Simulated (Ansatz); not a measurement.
# SiH3 (silyl radical): levels of theory compared

Aim: a comparison of 5 runs (UCAM-B3LYP/3-21G, UPBE0/3-21G, UPBE/6-31G*, UMP2/6-31G*, UCCSD/3-21G) of SiH3 (silyl radical). 

The calculation is run with Ansatz 0.2.0.

61 further runs of the same task are left out: 61 set aside as unsound or not needed.

### 1 The system as given

SiH3 has 4 atoms, charge 0, and is taken as a doublet. SMILES: `[SiH3]`. The H2–Si1 distance was set to 2.897 Å, away from the relaxed value. At this shape a bond of the SMILES string is far longer than usual.

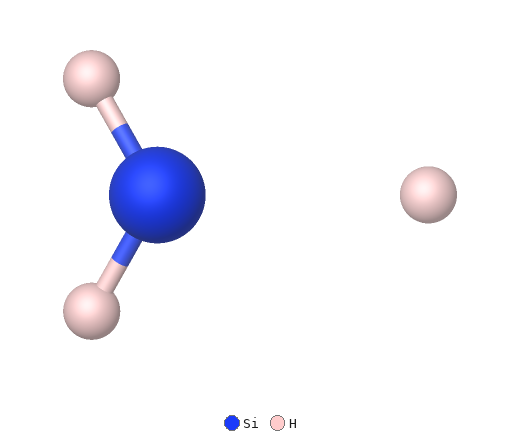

The structure, seen from a chosen angle (silicon blue, hydrogen pink).

### 2 A single-point energy at UCAM-B3LYP/3-21G (run 1)

in.yaml

```yaml
crystal:
  periodic: [false, false, false]
  atoms:
    - symbol: Si
      position_ang: [-0.173985, -0.699571, -1.335804]
    - symbol: H
      position_ang: [0.587110, 0.661780, 1.105640]
    - symbol: H
      position_ang: [-0.575505, -2.082261, -1.177324]
    - symbol: H
      position_ang: [-0.979255, 0.078039, -2.254654]
basis:
  gaussian: {orbitals: 3-21G.json}
magnetization: {spin_polarized: true, initial_magnetization: 1}
hamiltonian: {xc: {name: CAM-B3LYP}}
accuracy: high
```

The basis set 3-21G is read from a file made from the Basis Set Exchange's data (not shown).

Run with:

```
$ ansatz run in.yaml --threads 1 --pin off --max-ram 2610MiB --events-out events.jsonl --progress --plain --runs-dir runs
```

Log:

```text
Warning: RAYON_NUM_THREADS=1 ignored (pool sized by the plan → 1); use --threads N
Functional definition: CAM-B3LYP
  name "CAM-B3LYP"
  parameter alpha = 0.19
  parameter beta = 0.46
  parameter omega = 0.33/bohr
  parameter ac = 0.81
  exchange = (1 - alpha - beta)*b88_x + beta*b88_x_sr(omega) + alpha*exact_x + beta*exact_x_lr(omega)
  correlation = (1 - ac)*vwn5_c + ac*lyp_c
370 factors; integrals over basis functions are off by at most 3.8e-9 eV
163 factors; integrals over basis functions are off by at most 2.0e-9 eV
mean field evaluation 1: about -7878.3214 eV, gradient 4.8e0 eV
mean field evaluation 2: about -7878.5826 eV, gradient 4.4e0 eV
mean field evaluation 4: about -7879.0328 eV, gradient 1.1e0 eV
mean field evaluation 8: about -7879.1425 eV, gradient 2.2e-2 eV
mean field evaluation 16: about -7879.1426 eV, gradient 1.1e-4 eV
mean field evaluation 32: about -7879.0242 eV, gradient 1.0e0 eV
mean field -7879.14258490 eV, -289.5531493206 hartree, gradient 1.5e-8 eV, S^2 1.146836; 3 other end points of the search recorded, 0 dependent functions left out
reference -7879.14259978 eV, -289.5531498672 hartree; 9, 8 occupied and 10, 11 virtual orbitals, 370 factors
Total energy: -7879.14259978 eV, -289.5531498672 hartree
```

Wall time 2.2 s (1 thread of Arm Neoverse V2, shared host); peak memory 0.11 GiB.

### 3 The energy at UPBE0/3-21G (run 2)

run.yaml

```yaml
crystal:
  periodic: [false, false, false]
  atoms:
    - {symbol: Si, position_ang: [-0.173985, -0.699571, -1.335804]}
    - {symbol: H, position_ang: [0.587110, 0.661780, 1.105640]}
    - {symbol: H, position_ang: [-0.575505, -2.082261, -1.177324]}
    - {symbol: H, position_ang: [-0.979255, 0.078039, -2.254654]}
basis:
  gaussian:
    orbitals: 3-21G.json
magnetization:
  spin_polarized: true
  initial_magnetization: 1
hamiltonian:
  xc: {name: PBE0}
accuracy: high
```

The basis set 3-21G is read from a file made from the Basis Set Exchange's data (not shown).

Run with:

```
$ ansatz run run.yaml --threads 1 --pin off --max-ram 2610MiB --events-out events.jsonl --progress --plain --runs-dir runs
```

Log:

```text
Warning: RAYON_NUM_THREADS=1 ignored (pool sized by the plan → 1); use --threads N
Functional definition: PBE0
  name "PBE0"
  parameter a = 0.25
  parameter kappa = 0.804
  parameter beta = 0.06672455060314922
  exchange = (1 - a)*pbe_x(kappa = kappa, mu = beta*pi^2/3) + a*exact_x
  correlation = pbe_c(beta = beta)
370 factors; integrals over basis functions are off by at most 3.8e-9 eV
mean field evaluation 1: about -7875.2023 eV, gradient 3.5e0 eV
mean field evaluation 2: about -7875.1439 eV, gradient 5.1e0 eV
mean field evaluation 4: about -7875.6561 eV, gradient 9.3e-1 eV
mean field evaluation 8: about -7875.7656 eV, gradient 2.8e-2 eV
mean field evaluation 16: about -7875.7657 eV, gradient 6.2e-5 eV
mean field evaluation 32: about -7875.2762 eV, gradient 6.4e-1 eV
mean field -7875.76566392 eV, -289.4290497634 hartree, gradient 4.2e-8 eV, S^2 1.173539; 4 other end points of the search recorded, 0 dependent functions left out
reference -7875.76566582 eV, -289.4290498332 hartree; 9, 8 occupied and 10, 11 virtual orbitals, 370 factors
Total energy: -7875.76566582 eV, -289.4290498332 hartree
```

Wall time 2 s (1 thread of Arm Neoverse V2, shared host); peak memory 0.11 GiB.

Runs 3 to 4 aren't shown in full; the table further down has their settings and results.

### 4 The energy at UCCSD/3-21G (run 5)

input.yaml

```yaml
crystal:
  periodic: [false, false, false]
  atoms:
    - {symbol: Si, position_ang: [-0.173985, -0.699571, -1.335804]}
    - {symbol: H, position_ang: [0.587110, 0.661780, 1.105640]}
    - {symbol: H, position_ang: [-0.575505, -2.082261, -1.177324]}
    - {symbol: H, position_ang: [-0.979255, 0.078039, -2.254654]}
basis:
  gaussian: {orbitals: 3-21G.json}
magnetization: {spin_polarized: true, initial_magnetization: 1}
correlation: {method: ccsd, frozen_orbitals: {H: 0, Si: 5}}
accuracy: high
scf: {omitted_lower_state_checks: [cluster_reference, increment]}
```

The basis set 3-21G is read from a file made from the Basis Set Exchange's data (not shown).

Run with:

```
$ ansatz run input.yaml --threads 1 --pin off --max-ram 2610MiB --events-out events.jsonl --progress --plain --runs-dir runs
```

Log:

```text
Warning: RAYON_NUM_THREADS=1 ignored (pool sized by the plan → 1); use --threads N
[... 13 lines left out ...]
5 core orbitals not correlated: weight in the atoms' cores, before any rotation towards them, 1.000 or more for the frozen orbitals, at most 0.000 for the correlated occupied ones
[... 52 lines left out ...]
Total energy: -7865.18677193 eV, -289.0402826535 hartree
Checks for a lower state left out: cluster_reference, increment
```

Run time: 0.28 s. Hardware: 1 thread of Arm Neoverse V2, shared host.

### 5 The series

```tsv
run	level	frozen core orbitals	energy (Eh)	⟨S²⟩	wall time
1	UCAM-B3LYP/3-21G	–	-289.553150	1.147	2.2 s
2	UPBE0/3-21G	–	-289.429050	1.174	2 s
3	UPBE/6-31G* (spherical functions)	–	-290.922673	1.032	2.3 s
4	UMP2/6-31G* (spherical functions)	5	-290.552614	1.331	0.18 s
5	UCCSD/3-21G	5	-289.040283	1.642	0.28 s
```

### 6 Outcome

| quantity | value |
| --- | --- |
| run 5: total energy | -289.04028 Eh |
| run 5: correlation energy (5 core orbitals frozen) | -59.0 mEh |
| run 5: ⟨S²⟩ of the reference determinant | 1.642 |
| run 5: T1 diagnostic | 0.071 |

In words: Totals of different functionals can't be ranked against each other. Spin contamination of the reference: run 5 ⟨S²⟩ = 1.64, run 4 ⟨S²⟩ = 1.33, run 2 ⟨S²⟩ = 1.17, run 1 ⟨S²⟩ = 1.15, run 3 ⟨S²⟩ = 1.03. Where it is this large, the reference is a mixture of spin states, and values that rest on it are in doubt. All runs together took 7 s, the longest 2.3 s.
